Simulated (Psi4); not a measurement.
# GeH2Br (SMILES [GeH2][Br]): UDSD-PBEP86/aug-cc-pVDZ (density fitting for correlation)

Aim: the vertical electron affinity of GeH2Br at UDSD-PBEP86/aug-cc-pVDZ (density fitting for correlation), from 2 runs. 

Program for the calculation: Psi4 1.11.

## (1) The system as given

GeH2Br has 4 atoms, charge 0, and is taken as a doublet. As SMILES, `[GeH2][Br]`. Geometry: relaxed at PBE0-D4/def2-TZVP.

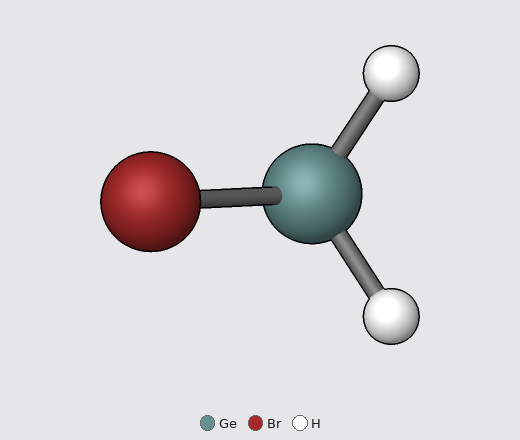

Viewed from a chosen angle; germanium teal, bromine red, hydrogen white.

## (2) A single-point energy at UDSD-PBEP86/aug-cc-pVDZ (density fitting for correlation)

brgeh2.py reads:

```python
import psi4

psi4.set_memory(1600000000)
psi4.set_num_threads(1)
psi4.core.set_output_file('brgeh2.out', False)

molecule = psi4.geometry("""
0 2
Ge     0.13246980    -0.81938525    -0.54386318
Br     1.94736277     0.55576845     3.17606270
H     -2.74482720    -1.01157039    -0.07615596
H      0.76987442     1.16142568    -2.59421602
units au
symmetry c1
""")

options = {'basis': 'aug-cc-pVDZ', 'reference': 'uks', 'puream': True, 'e_convergence': 1e-09, 'd_convergence': 1e-08, 'scf_type': 'pk', 'dft_radial_points': 99, 'dft_spherical_points': 590, 'num_frozen_docc': 18, 'maxiter': 200}
psi4.set_options(options)

energy_value, wavefunction = psi4.energy("dsd-pbep86", return_wfn=True)
print(f'total energy {energy_value:.8f} hartree = {energy_value * 27.211386:.5f} eV')
```

Started as:

```sh
$ python brgeh2.py
```

brgeh2.out:

```text
[...]
  Running in c1 symmetry.
[...]
  Nuclear repulsion =  290.730269683488359
[...]
  Multiplicity = 2
[...]
  Nalpha       = 35
  Nbeta        = 34
[...]
    Number of basis functions: 90
[...]
   @UKS iter   1: -4649.70402470736371   -5.00892e+00   1.33528e-02 DIIS/ADIIS
[...]
   @UKS iter  14: -4650.37154625041603   -1.18234e-11   4.17692e-09 DIIS
[...]
   @S^2 Observed:                7.540134291E-01
[...]
    Orbital Energies [Eh]
    ---------------------
    Alpha Occupied:
       1A   -487.556892     2A   -403.061590     3A    -64.269070
       4A    -57.778354     5A    -57.777025     6A    -57.776701
       7A    -51.408512     8A    -45.642294     9A    -45.640656
      10A    -45.639624    11A     -9.461268    12A     -7.145898
      13A     -7.139226    14A     -7.138180    15A     -6.920555
      16A     -4.963804    17A     -4.960315    18A     -4.956805
      19A     -3.010701    20A     -3.008459    21A     -3.007742
      22A     -3.001199    23A     -3.001174    24A     -1.550220
      25A     -1.548484    26A     -1.545650    27A     -1.544773
      28A     -1.542716    29A     -0.937663    30A     -0.679476
      31A     -0.474470    32A     -0.452708    33A     -0.405396
      34A     -0.379291    35A     -0.310208
[...]
  @UKS Final Energy: -4650.37154625041603
   => Energetics <=
    Nuclear Repulsion Energy =            290.7302696834883591
    One-Electron Energy =               -7057.4541997291380540
    Two-Electron Energy =                2164.7954169813783665
    DFT Exchange-Correlation Energy =     -48.4430331861445893
    Empirical Dispersion Energy =           0.0000000000000000
    VV10 Nonlocal Energy =                  0.0000000000000000
    Total Energy =                      -4650.3715462504160314
[...]
 Multipole Moments:
 ------------------------------------------------------------------------------------
     Multipole            Electronic (a.u.)      Nuclear  (a.u.)        Total (a.u.)
 ------------------------------------------------------------------------------------
 L = 1.  Multiply by 2.5417464519 to convert [e a0] to [Debye]
 Dipole X            :          1.2069865           -1.5321275           -0.3251410
 Dipole Y            :         -0.9951184            0.7595529           -0.2355655
 Dipole Z            :          0.8257465           -1.4829228           -0.6571763
 Magnitude           :                                                    0.7701224
[...]
```

Standard output:

```text
total energy -4650.50220157 hartree = -126546.61050 eV
```

It took 24 s on 1 thread of AMD EPYC 9R45 (Zen 5), shared host; peak memory 1.1 GiB.

## (3) The singlet anion at the same level

calc.dat reads:

```
memory 1600 MB

molecule m {
  -1 1
  Ge     0.070100    -0.433600    -0.287800
  Br     1.030500     0.294100     1.680700
  H     -1.452500    -0.535300    -0.040300
  H      0.407400     0.614600    -1.372800
  units angstrom
  symmetry c1
  no_reorient
  no_com
}

set {
  basis aug-cc-pVDZ
  puream true
  e_convergence 1e-09
  d_convergence 1e-08
  scf_type pk
  dft_radial_points 99
  dft_spherical_points 590
  num_frozen_docc 18
}

result = energy("dsd-pbep86")
```

Started as:

```sh
$ psi4 -n 1 calc.dat calc.out
```

calc.out:

```text
[...]
  Running in c1 symmetry.
[...]
  Nuclear repulsion =  290.730269731501835
[...]
  Multiplicity = 1
[...]
  Nalpha       = 35
  Nbeta        = 35
[...]
    Number of basis functions: 90
[...]
   @RKS iter   1: -4649.52671590826048   -4.83162e+00   1.44324e-02 DIIS/ADIIS
[...]
   @RKS iter  13: -4650.41166998385870   -1.81899e-11   9.86047e-09 DIIS
[...]
    Orbital Energies [Eh]
    ---------------------
    Doubly Occupied:
       1A   -487.360485     2A   -402.803841     3A    -64.073130
       4A    -57.581991     5A    -57.581070     6A    -57.580955
       7A    -51.151973     8A    -45.384790     9A    -45.383644
      10A    -45.383562    11A     -9.265463    12A     -6.949066
      13A     -6.943806    14A     -6.943257    15A     -6.662520
      16A     -4.705797    17A     -4.701465    18A     -4.698729
      19A     -2.814046    20A     -2.812241    21A     -2.811737
      22A     -2.806666    23A     -2.806649    24A     -1.294501
      25A     -1.291942    26A     -1.288252    27A     -1.285074
      28A     -1.283286    29A     -0.740277    30A     -0.438634
      31A     -0.253279    32A     -0.245415    33A     -0.207527
      34A     -0.186986    35A     -0.036175
[...]
  @RKS Final Energy: -4650.41166998385870
   => Energetics <=
    Nuclear Repulsion Energy =            290.7302697315018349
    One-Electron Energy =               -7072.7856570400945202
    Two-Electron Energy =                2180.1551941231941782
    DFT Exchange-Correlation Energy =     -48.5114767984593911
    Empirical Dispersion Energy =           0.0000000000000000
    VV10 Nonlocal Energy =                  0.0000000000000000
    Total Energy =                      -4650.4116699838577915
[...]
 Multipole Moments:
 ------------------------------------------------------------------------------------
     Multipole            Electronic (a.u.)      Nuclear  (a.u.)        Total (a.u.)
 ------------------------------------------------------------------------------------
 L = 1.  Multiply by 2.5417464519 to convert [e a0] to [Debye]
 Dipole X            :        -71.2365964           70.4217779           -0.8148185
 Dipole Y            :          7.2767836           -6.6185768            0.6582068
 Dipole Z            :        -91.6359645           91.0882008           -0.5477637
 Magnitude           :                                                    1.1820366
[...]
```

It took 19 s on 1 thread of AMD EPYC 9R45 (Zen 5), shared host; peak memory 1.1 GiB.

## (4) Summary of results

At UDSD-PBEP86/aug-cc-pVDZ (density fitting for correlation), 18 core orbitals frozen:

| quantity | value |
| --- | --- |
| doublet GeH2Br: total energy | -4650.50220 Eh |
| doublet GeH2Br: HOMO energy (SCF part's orbitals) (highest over α and β) | -8.44 eV |
| doublet GeH2Br: LUMO energy (SCF part's orbitals) (lowest over α and β) | -1.32 eV |
| doublet GeH2Br: ⟨S²⟩ | 0.754 |
| singlet anion: total energy | -4650.55748 Eh |
| singlet anion: HOMO energy (SCF part's orbitals) | -0.98 eV |
| singlet anion: LUMO energy (SCF part's orbitals) | 3.98 eV |
| singlet anion: HOMO–LUMO gap (to an unbound level, set by the basis) | 4.97 eV |
| vertical electron affinity (to the singlet anion) | 1.504 eV |

**Reading.** At fixed nuclei the extra electron is bound by 1.50 eV (35 kcal/mol).
